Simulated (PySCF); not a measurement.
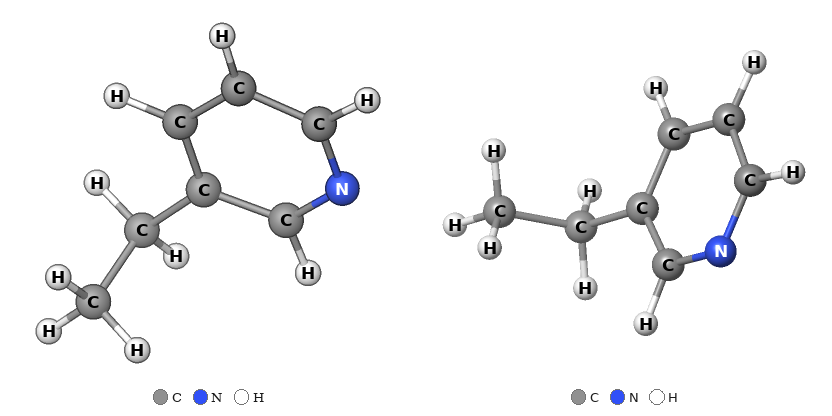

Both panels show the same species.

The computed structure is the end point of a GFN2-xTB optimisation. No frequency run is at hand to confirm it as a minimum.

Which formula does it have?

C₇H₉N, 17 atoms: 7 carbon, 9 hydrogen and 1 nitrogen.

How many bonds of each kind are drawn?

9 C–H, 6 C–C, 2 C–N.

The parts below concern this one geometry. Atoms keep their numbers from picture to picture.

Shape

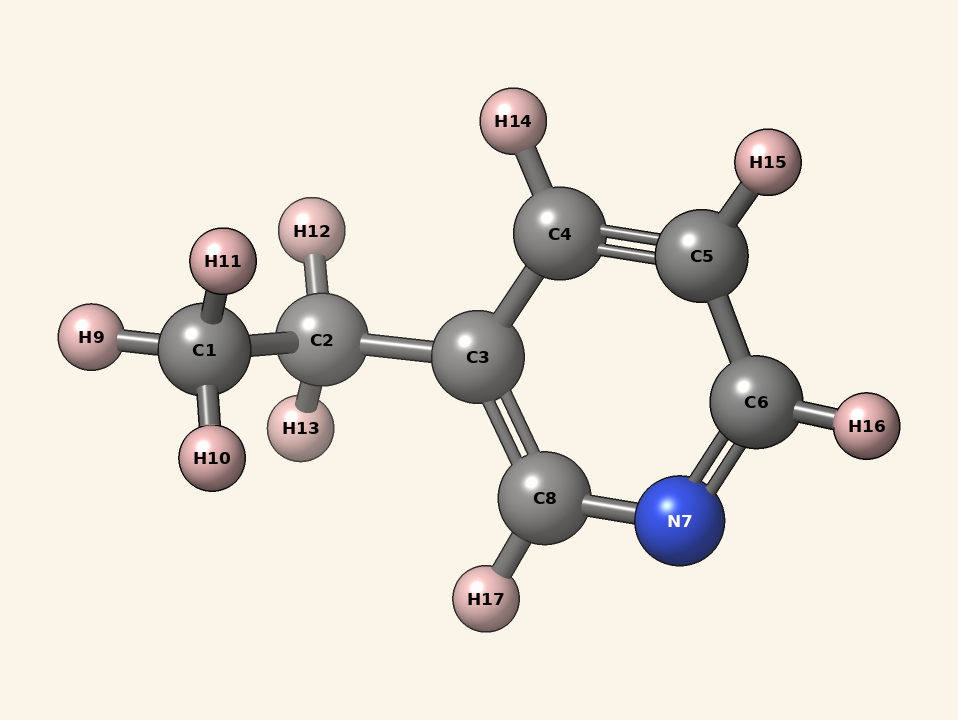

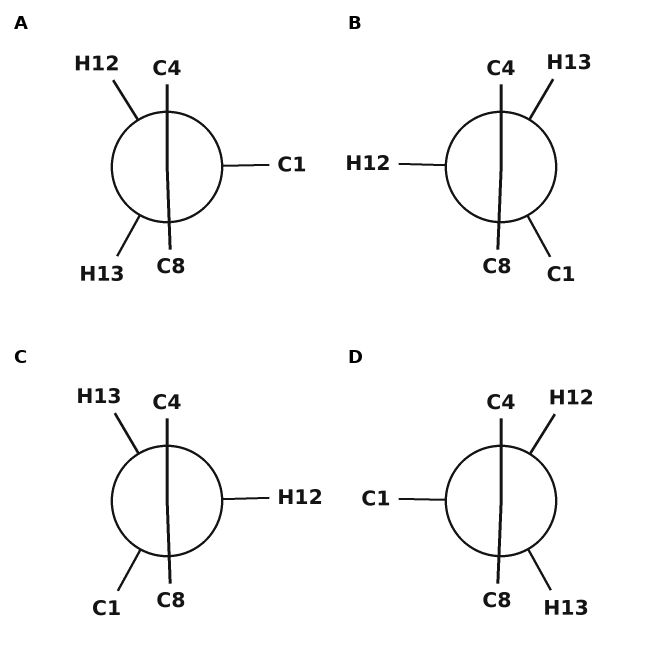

Atoms fade into the background with distance from the viewer. Bonds that would overlap in a projection are set slightly apart. No frequency run is at hand to confirm it as a minimum.

Which Newman projection shows the view along C3–C2, with C3 in front?

D. The torsion angle C4–C3–C2–C1 is −89°, about perpendicular.

Electronic properties

No frequency run is at hand to confirm it as a minimum. Level of theory: PBE0/pcSseg-1, gas phase (PySCF 2.14.0).

Estimate the dipole moment.

2.48 D.

What is the LUMO energy (Kohn–Sham orbital)?

−0.67 eV.

Estimate the HOMO energy (Kohn–Sham orbital).

−7.24 eV.

Bond orders

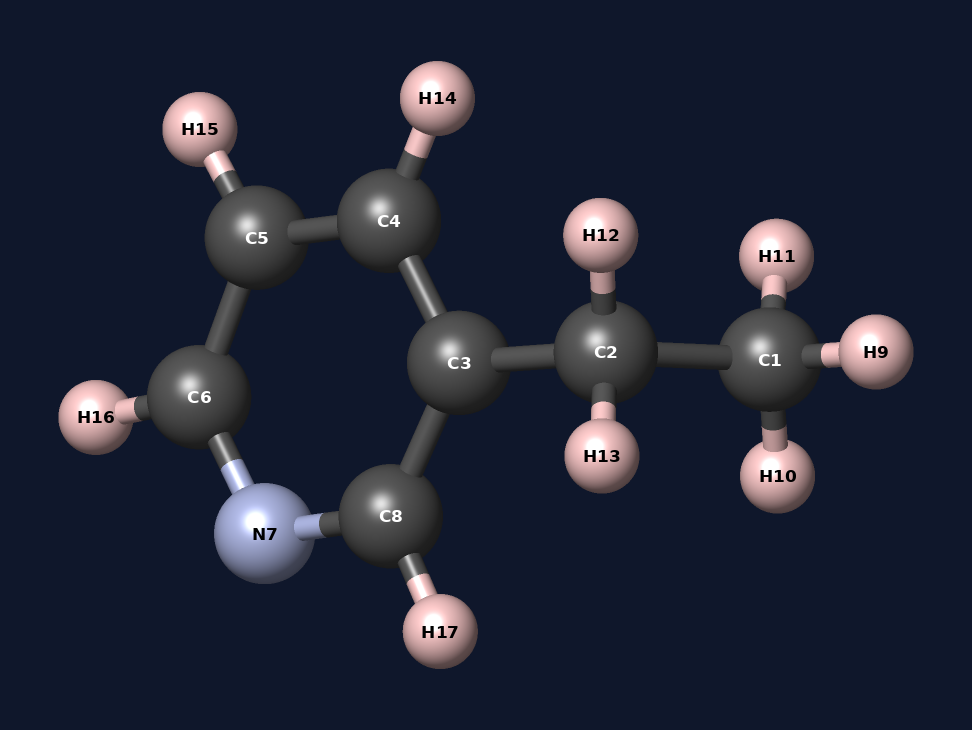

Every bond is drawn as one stick. No frequency run is at hand to confirm it as a minimum. Method: PBE0/pcSseg-1 (PySCF 2.14.0).

List the Mayer bond orders of C1–C2, C2–C3, C3–C4, C3–C8, C4–C5, C5–C6, C6–N7, N7–C8 (bonds between heavy atoms, one of each equivalent set).

```tsv
bond	Mayer order	length (Å)
C1–C2	1.04	1.530
C2–C3	1.04	1.500
C3–C4	1.40	1.390
C3–C8	1.37	1.392
C4–C5	1.43	1.385
C5–C6	1.40	1.386
C6–N7	1.47	1.322
N7–C8	1.49	1.320
```

Ring current

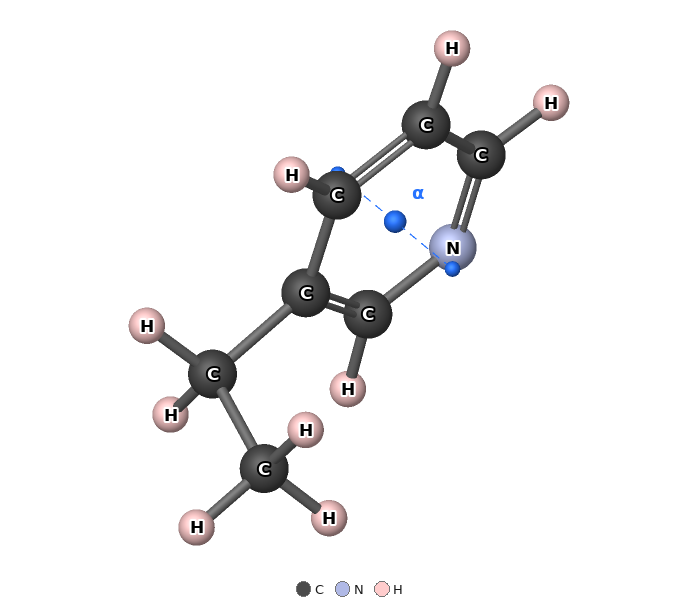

The small points mark where nucleus-independent chemical shifts (NICS) were computed: at the centre of each lettered ring and 1 Å above and below it. No frequency run is at hand to confirm it as a minimum. Method: GIAO PBE0/pcSseg-1 NMR shielding, non-relativistic, gas phase (PySCF 2.14.0).

Give NICS(0), NICS(1) and the out-of-plane component NICS(1)zz for each ring (means of the two sides).

```tsv
ring	members	NICS(0)	NICS(1)	NICS(1)zz
α	C5N	−7.5	−11.3	−28.5
```

Values in ppm.

What do the values say about the ring currents?

Ring α: diatropic, as in an aromatic ring. NICS is one index among several.
